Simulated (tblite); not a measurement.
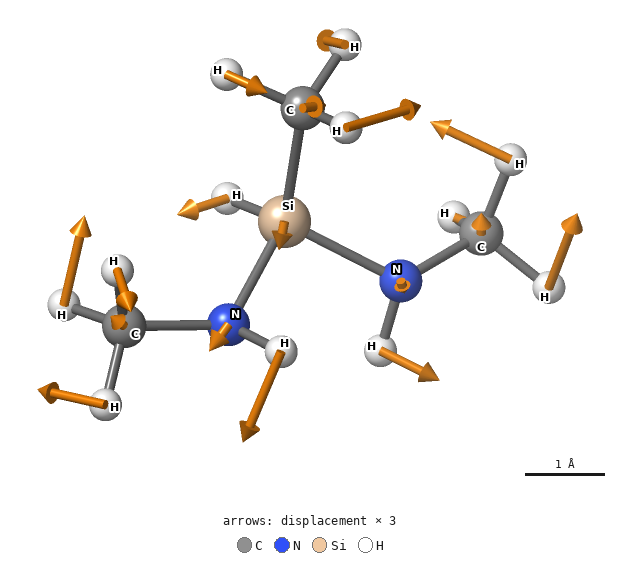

A relaxation of C₃H₁₂N₂Si. The starting structure is drawn; orange arrows show the displacements, magnified 3 times. The two geometries are superimposed by the best rigid fit.

A ball-and-stick model, seen at a tilt.

Level of theory: GFN2-xTB geometry optimisation, gas phase in tblite 0.8.0. 

> What happened in the run?

The energy falls by 33.7 kJ/mol in 95 geometry steps. The largest moves after the best rigid fit, 0.44 Å, are those of H atoms. Largest moves by element: H 0.44 Å, C 0.16 Å, N 0.14 Å, Si 0.13 Å. Near-neighbour distances that change, for instance: C–Si 1.832 → 1.905 Å, N–Si 1.680 → 1.724 Å, H–N 1.029 → 1.009 Å, N–Si 1.710 → 1.723 Å. Among the angles between lasting bonds that change: Si–N–H 105.2° → 115.9°, Si–N–H 107.2° → 117.1°, N–Si–H 108.5° → 117.0°.
